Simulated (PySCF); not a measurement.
SMILES Cc1ccc(C#N)s1 (C6H5NS) at its GFN2-xTB optimised geometry (Å):

```
13

C     -1.6273    -2.5167     0.0005
C     -0.7090    -1.3490     0.0000
C      0.6558    -1.3490     0.0000
C      1.2167    -0.0608     0.0000
C      0.2660     0.9269     0.0000
C      0.4734     2.3066     0.0002
N      0.6508     3.4411     0.0004
S     -1.3429     0.2616     0.0000
H     -2.2726    -2.4990    -0.8774
H     -2.2671    -2.5024     0.8825
H     -1.0549    -3.4411    -0.0030
H      1.2433    -2.2498     0.0000
H      2.2726     0.1429     0.0000
```

Calculation: B3LYP/def2-TZVP (PySCF).

Map of the electrostatic potential (hartree/e), clipped to [-0.08, 0.12] on the plane z = 0.6 Å:

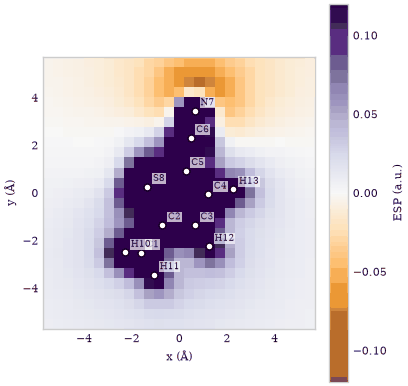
Figure: Electrostatic potential (hartree/e), clipped to [-0.08, 0.12] on the plane z = 0.6 Å.
